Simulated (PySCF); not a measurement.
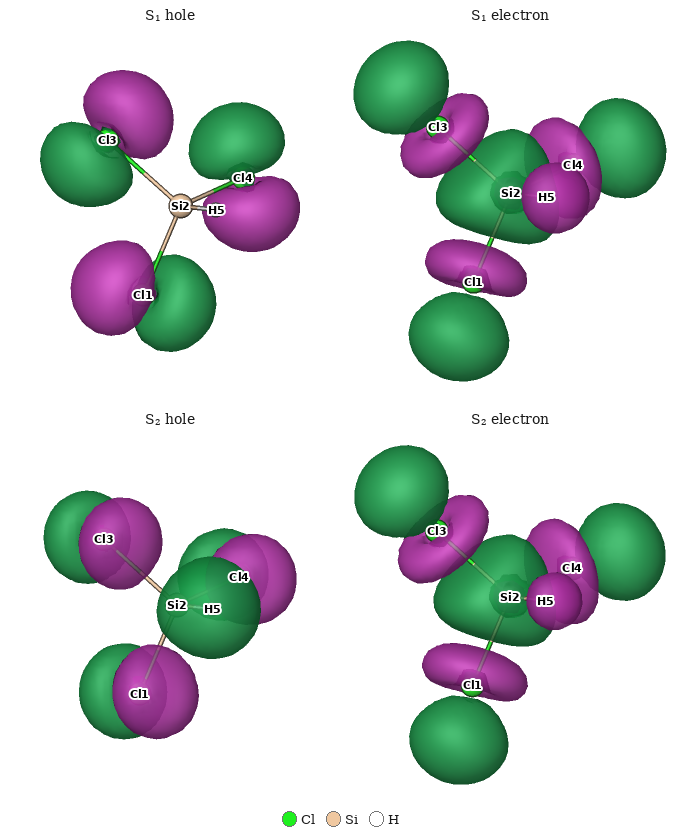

Cl3HSi, SMILES `Cl[SiH](Cl)Cl`. Leading natural transition orbitals (full linear response singlet states).

Method: PBE0/def2-SVPD; geometry: GFN2-xTB; program: PySCF. No frequency check shows the geometry to be a minimum. GFN2-xTB bond lengths at metals and heavier atoms can be off by up to 0.1 Å and shapes distorted, which carries into these values.

Coordinates in Å:

```
Cl1     -0.5085    1.8272    0.1730
Si2      0.0002   -0.0008   -0.4924
Cl3     -1.3287   -1.3533    0.1734
Cl4      1.8370   -0.4731    0.1734
H5      -0.0003   -0.0020   -1.9431
```

### Describe these excited states.

By state:
- S₁: 7.88 eV (157 nm), f = 0.000 (dark), partly diffuse acceptor orbital; the leading pair carries 98 %; hole on Cl1, Cl3 and Cl4 (32 % each), electron on Si2 (30 %) and Cl1, Cl3 and Cl4 (22 % each) (atom shares of so diffuse an orbital are rough); their centroids lie 0.1 Å apart.
- S₂: 8.16 eV (152 nm), f = 0.040, partly diffuse acceptor orbital; the leading pair carries 98 %; hole on Cl1, Cl3 and Cl4 (23 % each), H5 (17 %) and Si2 (14 %), electron on Si2 (31 %) and Cl1, Cl3 and Cl4 (22 % each) (atom shares of so diffuse an orbital are rough); their centroids lie 0.4 Å apart; S₃ and S₄ lie within 0.1 eV of it.

The PySCF run took 100 s on 1 thread of AMD EPYC 9R14 (Zen 4), with other jobs on the host, peak memory 0.68 GiB.
